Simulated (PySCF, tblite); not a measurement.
# C₆H₉NO₂: a rotation path, then NMR shifts on frames, part 2 of 2

tblite 0.8.0 and PySCF 2.14.0. Atoms count from 0. The steps go on from the part before.

## Step 5: NMR shieldings: image 5, PBE0/pcSseg-1

What the job is given:

```
{"job": {"kind": "nmr", "xc": "PBE0", "basis": "pcSseg-1", "pop": false}, "charge": 0, "multiplicity": 1}
C      2.996900     0.240100     0.003600
C      1.828200    -0.461800    -0.677800
C      0.547100     0.294100    -0.416100
O      0.470700     1.477800    -0.234500
O     -0.510800    -0.524500    -0.424700
C     -1.819000     0.022200    -0.209700
C     -2.551700    -0.878500     0.789000
C     -1.867700     1.391600     0.291000
N     -2.126900     2.417900     0.723900
H      3.002500     1.290700    -0.275600
H      3.940100    -0.211200    -0.289700
H      2.897600     0.178700     1.084500
H      1.717500    -1.494100    -0.345200
H      1.976900    -0.470000    -1.761200
H     -2.334100     0.015000    -1.184100
H     -2.633300    -1.885000     0.387600
H     -3.545100    -0.483200     0.983100
H     -1.997600    -0.913600     1.724400
```

Method: GIAO PBE0/pcSseg-1 NMR shielding, non-relativistic, gas phase.

Standard output:

```text
coarse grid: 15336 points
cycle   1  E = -438.4178397955  dE =  1.381e+00  |g| = 9.921e-01  |ddm| = 3.754e+00
cycle   2  E = -437.8932055877  dE =  5.246e-01  |g| = 1.913e+00  |ddm| = 2.119e+00
cycle   3  E = -438.5962966841  dE = -7.031e-01  |g| = 3.105e-01  |ddm| = 1.574e+00
cycle   4  E = -438.6140508318  dE = -1.775e-02  |g| = 9.300e-02  |ddm| = 2.485e-01
cycle   5  E = -438.6154304240  dE = -1.380e-03  |g| = 3.110e-02  |ddm| = 7.249e-02
cycle   6  E = -438.6156131603  dE = -1.827e-04  |g| = 1.061e-02  |ddm| = 2.492e-02
cycle   7  E = -438.6156320112  dE = -1.885e-05  |g| = 4.802e-03  |ddm| = 8.952e-03
cycle   8  E = -438.6156364840  dE = -4.473e-06  |g| = 6.911e-04  |ddm| = 3.297e-03
final grid: 149008 points
cycle   9  E = -438.6898111532  dE = -2.928e-05  |g| = 1.369e-02  |ddm| = 2.818e-02
cycle  10  E = -438.6897700282  dE =  4.113e-05  |g| = 2.046e-02  |ddm| = 2.157e-02
cycle  11  E = -438.6898462957  dE = -7.627e-05  |g| = 2.118e-03  |ddm| = 1.326e-02
cycle  12  E = -438.6898471083  dE = -8.126e-07  |g| = 5.342e-04  |ddm| = 1.582e-03
cycle  13  E = -438.6898471555  dE = -4.720e-08  |g| = 1.728e-04  |ddm| = 4.503e-04
cycle  14  E = -438.6898471611  dE = -5.595e-09  |g| = 4.375e-05  |ddm| = 1.437e-04
cycle  15  E = -438.6898471614  dE = -3.117e-10  |g| = 2.276e-05  |ddm| = 4.635e-05
converged SCF energy = -438.6898471614

GIAO shielding tensors (ppm)
atom      isotropic    diamagn.    paramagn.     s11        s22        s33       span
  0 C      175.475     245.651     -70.176    166.182    174.454    185.789     19.607
  1 C      155.893     251.305     -95.412    139.839    149.819    178.021     38.182
  2 C        8.354     253.805    -245.451    -96.350     53.569     67.843    164.194
  3 O     -111.848     405.978    -517.826   -412.970   -221.438    298.863    711.832
  4 O      122.613     404.231    -281.618    -30.738    169.032    229.545    260.282
  5 C      127.461     239.548    -112.087     95.498    123.659    163.227     67.729
  6 C      161.529     246.233     -84.704    140.949    159.270    184.368     43.418
  7 C       65.299     260.754    -195.455    -60.638    -44.532    301.066    361.704
  8 N      -56.052     340.404    -396.456   -213.082   -183.148    228.073    441.155
  9 H       29.861      29.266       0.594     25.208     28.944     35.431     10.223
 10 H       30.739      26.841       3.898     26.203     27.873     38.142     11.939
 11 H       30.714      29.796       0.918     26.391     28.994     36.758     10.366
 12 H       29.477      32.199      -2.722     24.750     30.090     33.590      8.841
 13 H       29.402      29.981      -0.579     25.144     28.655     34.408      9.264
 14 H       27.099      27.436      -0.337     23.811     25.529     31.956      8.144
 15 H       29.888      28.578       1.310     25.853     27.688     36.123     10.270
 16 H       30.153      26.560       3.593     26.109     28.044     36.305     10.196
 17 H       30.036      29.803       0.233     26.732     28.778     34.599      7.868
```

It took 30 s on 1 thread of Intel Xeon at 2.80GHz, shared host; peak memory 0.88 GiB.

This run: δ C2 178.6, C7 121.6, C5 59.5, C1 31.0, H14 4.62, H13 2.31 ppm.

## Step 6: Shielding tensors: image 6, PBE0/pcSseg-1

What the job is given:

```
{"job": {"kind": "nmr", "xc": "PBE0", "basis": "pcSseg-1", "pop": false}, "charge": 0, "multiplicity": 1}
C      2.976100     0.169500     0.050000
C      1.802300    -0.399700    -0.736800
C      0.516500     0.255400    -0.290700
O      0.443600     1.299100     0.296400
O     -0.552000    -0.470900    -0.646500
C     -1.858200     0.002900    -0.290900
C     -2.427000    -0.825400     0.866500
C     -1.944700     1.418400     0.050900
N     -2.219700     2.499100     0.304200
H      2.984100     1.252800    -0.038200
H      3.917200    -0.224800    -0.321800
H      2.880200    -0.079800     1.104000
H      1.714900    -1.480300    -0.617400
H      1.924300    -0.192400    -1.803300
H     -2.469000    -0.146400    -1.194000
H     -2.489800    -1.870900     0.574300
H     -3.420500    -0.463800     1.120000
H     -1.787100    -0.736500     1.741500
```

Level: GIAO PBE0/pcSseg-1 NMR shielding, non-relativistic, gas phase.

Standard output:

```text
coarse grid: 15336 points
cycle   1  E = -438.4190611082  dE =  1.377e+00  |g| = 9.924e-01  |ddm| = 3.756e+00
cycle   2  E = -437.8928956619  dE =  5.262e-01  |g| = 1.915e+00  |ddm| = 2.127e+00
cycle   3  E = -438.5977280275  dE = -7.048e-01  |g| = 3.103e-01  |ddm| = 1.580e+00
cycle   4  E = -438.6154459898  dE = -1.772e-02  |g| = 9.303e-02  |ddm| = 2.478e-01
cycle   5  E = -438.6168213344  dE = -1.375e-03  |g| = 3.132e-02  |ddm| = 7.222e-02
cycle   6  E = -438.6170062679  dE = -1.849e-04  |g| = 1.071e-02  |ddm| = 2.517e-02
cycle   7  E = -438.6170255034  dE = -1.924e-05  |g| = 4.822e-03  |ddm| = 8.997e-03
cycle   8  E = -438.6170300287  dE = -4.525e-06  |g| = 6.877e-04  |ddm| = 3.368e-03
final grid: 149008 points
cycle   9  E = -438.6908645856  dE = -2.755e-05  |g| = 1.395e-02  |ddm| = 2.836e-02
cycle  10  E = -438.6908213922  dE =  4.319e-05  |g| = 2.092e-02  |ddm| = 2.185e-02
cycle  11  E = -438.6909008621  dE = -7.947e-05  |g| = 2.059e-03  |ddm| = 1.360e-02
cycle  12  E = -438.6909016375  dE = -7.754e-07  |g| = 5.142e-04  |ddm| = 1.539e-03
cycle  13  E = -438.6909016810  dE = -4.351e-08  |g| = 1.665e-04  |ddm| = 4.272e-04
cycle  14  E = -438.6909016862  dE = -5.256e-09  |g| = 4.022e-05  |ddm| = 1.356e-04
cycle  15  E = -438.6909016865  dE = -2.572e-10  |g| = 2.152e-05  |ddm| = 4.382e-05
converged SCF energy = -438.6909016865

GIAO shielding tensors (ppm)
atom      isotropic    diamagn.    paramagn.     s11        s22        s33       span
  0 C      175.673     245.571     -69.897    167.159    175.056    184.805     17.646
  1 C      156.140     251.351     -95.211    139.703    149.684    179.032     39.329
  2 C        7.892     254.135    -246.243    -96.480     53.892     66.265    162.745
  3 O     -115.943     406.384    -522.327   -425.207   -219.175    296.553    721.760
  4 O      124.707     404.094    -279.387    -28.825    185.673    217.274    246.099
  5 C      126.952     239.552    -112.599     90.797    126.681    163.380     72.583
  6 C      161.964     246.591     -84.627    138.451    162.427    185.014     46.563
  7 C       65.658     260.333    -194.675    -55.727    -47.933    300.635    356.362
  8 N      -54.935     340.349    -395.284   -203.860   -192.050    231.106    434.966
  9 H       29.960      29.341       0.619     25.407     28.853     35.621     10.213
 10 H       30.776      26.792       3.984     26.164     27.977     38.187     12.023
 11 H       30.690      29.707       0.983     26.494     28.884     36.692     10.198
 12 H       29.487      31.916      -2.429     24.715     30.036     33.710      8.995
 13 H       29.336      30.188      -0.852     24.898     28.921     34.187      9.289
 14 H       27.025      27.228      -0.203     23.859     25.562     31.653      7.794
 15 H       29.999      28.798       1.200     26.000     27.787     36.209     10.208
 16 H       30.227      26.876       3.351     26.227     27.919     36.537     10.310
 17 H       29.965      30.153      -0.188     26.417     29.217     34.262      7.844
```

Run time: 32 s. Hardware: 1 thread of Intel Xeon at 2.80GHz, shared host; peak memory 0.88 GiB.

Key values: δ C2 179.0, C7 121.3, C5 60.0, C1 30.8, H14 4.69, H13 2.38 ppm.

## Step 7: NMR shieldings: image 8, PBE0/pcSseg-1

What the job is given:

```
{"job": {"kind": "nmr", "xc": "PBE0", "basis": "pcSseg-1", "pop": false}, "charge": 0, "multiplicity": 1}
C      2.959700     0.221400    -0.008900
C      1.749900    -0.417900    -0.675800
C      0.458400     0.063900    -0.060700
O      0.346300     0.658100     0.974500
O     -0.585000    -0.284200    -0.838200
C     -1.899500     0.063000    -0.381200
C     -2.332800    -0.767200     0.828900
C     -2.001300     1.483100    -0.081600
N     -2.115200     2.600200     0.126000
H      2.970800     1.292800    -0.190900
H      3.877800    -0.210900    -0.397500
H      2.919700     0.062900     1.065400
H      1.777000    -1.504300    -0.555600
H      1.722700    -0.207700    -1.746100
H     -2.543500    -0.150200    -1.245100
H     -2.258100    -1.825400     0.588700
H     -3.361400    -0.527600     1.085800
H     -1.694400    -0.543800     1.680500
```

Level: GIAO PBE0/pcSseg-1 NMR shielding, non-relativistic, gas phase.

Standard output:

```text
coarse grid: 15336 points
cycle   1  E = -438.4316341823  dE =  1.360e+00  |g| = 9.835e-01  |ddm| = 3.760e+00
cycle   2  E = -437.9283466404  dE =  5.033e-01  |g| = 1.883e+00  |ddm| = 2.003e+00
cycle   3  E = -438.6056603394  dE = -6.773e-01  |g| = 3.115e-01  |ddm| = 1.480e+00
cycle   4  E = -438.6235728327  dE = -1.791e-02  |g| = 9.215e-02  |ddm| = 2.448e-01
cycle   5  E = -438.6249012467  dE = -1.328e-03  |g| = 3.267e-02  |ddm| = 7.053e-02
cycle   6  E = -438.6251030778  dE = -2.018e-04  |g| = 1.102e-02  |ddm| = 2.597e-02
cycle   7  E = -438.6251238313  dE = -2.075e-05  |g| = 4.681e-03  |ddm| = 8.896e-03
cycle   8  E = -438.6251281034  dE = -4.272e-06  |g| = 6.554e-04  |ddm| = 3.300e-03
final grid: 149008 points
cycle   9  E = -438.6992093912  dE = -3.221e-05  |g| = 1.363e-02  |ddm| = 3.236e-02
cycle  10  E = -438.6991677749  dE =  4.162e-05  |g| = 2.049e-02  |ddm| = 2.132e-02
cycle  11  E = -438.6992443692  dE = -7.659e-05  |g| = 1.950e-03  |ddm| = 1.297e-02
cycle  12  E = -438.6992450641  dE = -6.949e-07  |g| = 5.030e-04  |ddm| = 1.437e-03
cycle  13  E = -438.6992451050  dE = -4.089e-08  |g| = 1.918e-04  |ddm| = 4.357e-04
cycle  14  E = -438.6992451118  dE = -6.845e-09  |g| = 5.304e-05  |ddm| = 1.553e-04
cycle  15  E = -438.6992451123  dE = -4.175e-10  |g| = 3.002e-05  |ddm| = 5.383e-05
converged SCF energy = -438.6992451123

GIAO shielding tensors (ppm)
atom      isotropic    diamagn.    paramagn.     s11        s22        s33       span
  0 C      176.608     245.316     -68.708    168.998    175.656    185.170     16.172
  1 C      155.814     251.031     -95.217    138.997    148.410    180.035     41.037
  2 C        7.721     255.340    -247.618    -97.468     54.688     65.944    163.413
  3 O     -116.054     405.497    -521.551   -424.990   -236.735    313.564    738.554
  4 O      120.492     404.172    -283.681    -28.259    181.382    208.352    236.611
  5 C      125.235     241.863    -116.627     92.892    122.402    160.413     67.521
  6 C      166.286     248.281     -81.995    142.783    169.383    186.693     43.910
  7 C       65.646     262.214    -196.568    -51.474    -48.058    296.468    347.942
  8 N      -44.773     340.645    -385.419   -208.550   -188.519    262.748    471.298
  9 H       30.544      29.275       1.268     26.334     28.583     36.714     10.380
 10 H       30.782      26.818       3.964     26.090     28.061     38.195     12.105
 11 H       30.130      29.560       0.570     25.674     28.921     35.795     10.121
 12 H       29.391      31.214      -1.823     24.728     29.521     33.924      9.196
 13 H       29.293      31.511      -2.218     24.362     29.958     33.558      9.196
 14 H       27.049      27.780      -0.731     24.044     25.506     31.598      7.554
 15 H       30.410      29.751       0.660     26.293     28.160     36.778     10.484
 16 H       30.418      27.261       3.157     26.329     27.851     37.074     10.746
 17 H       28.962      30.459      -1.497     24.017     30.250     32.618      8.601
```

Wall time 31 s (1 thread of Intel Xeon at 2.80GHz, shared host); peak memory 0.89 GiB.

This run: δ C2 179.2, C7 121.3, C5 61.7, C1 31.1, H14 4.67, H17 2.76 ppm.

## Step 8: Comparing the runs: NMR shifts

Shifts (ppm) of some atoms, chosen among heavy atoms and hydrogens apart, with basis size and wall time:

```tsv
frame	C5	C6	H14	H17	O3	O4	N8	functions	time
image 0	55.5	22.6	6.30	1.89	416.4	225.4	305.9	198	34 s
image 2	58.3	21.2	5.22	1.91	438.9	229.3	306.0	198	31 s
image 5	59.5	25.4	4.62	1.68	447.9	213.5	323.8	198	30 s
image 6	60.0	25.0	4.69	1.75	452.0	211.4	322.7	198	32 s
image 8	61.7	20.6	4.67	2.76	452.1	215.6	312.5	198	31 s
```

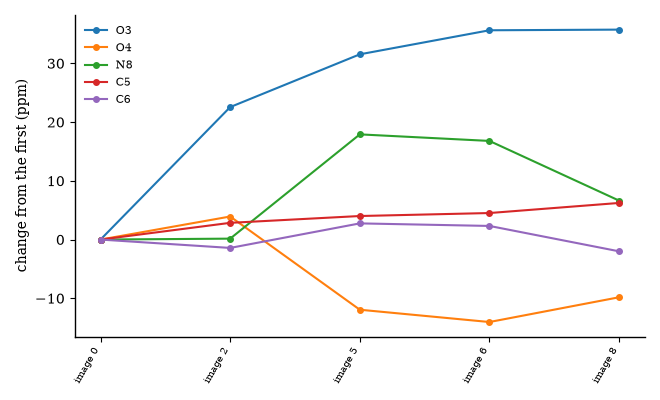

How five of the tabulated atoms move from run to run.

## Step 9: Outcome

The summary covers parts 1 to 2.

| quantity | value |
| --- | --- |
| barrier | 0.138 eV (3.2 kcal/mol) at image 5 |
| end to end (GFN2-xTB) | 0.032 eV |
| 13C shifts against TMS (PBE0/pcSseg-1, image 0) | 178.5, 122.8, 55.5, 31.4, 22.6, 11.0 ppm |
| 1H shifts against TMS (PBE0/pcSseg-1, image 0) | 6.30, 2.50, 2.38, 1.89, 1.71, 1.43, 1.39, 1.08, 1.02 ppm |
| 17O shifts against H2O (PBE0/pcSseg-1, image 0) | 416.4, 225.4 ppm |
| 15N shifts against NH3 (PBE0/pcSseg-1, image 0) | 305.9 ppm |
| range of the shift of O3 | 416.4 to 452.1 ppm |

In words: Along the band the dihedral turns by 174°, and the top (dihedral -13°) lies 3.2 kcal/mol above the start (GFN2-xTB, rough), so at room temperature this motion is fast. Ends this close can change order at a higher level. The top was not checked by a frequency run. Shifts at one fixed geometry are not the observed spectrum, which averages over the motion. In the first frame run (image 0): Shielding is most anisotropic at O3 (span 702 ppm, paramagnetic term -484 ppm). Across the 5 runs the shift of O3 moves most, between 416.4 (image 0) and 452.1 ppm (image 8).
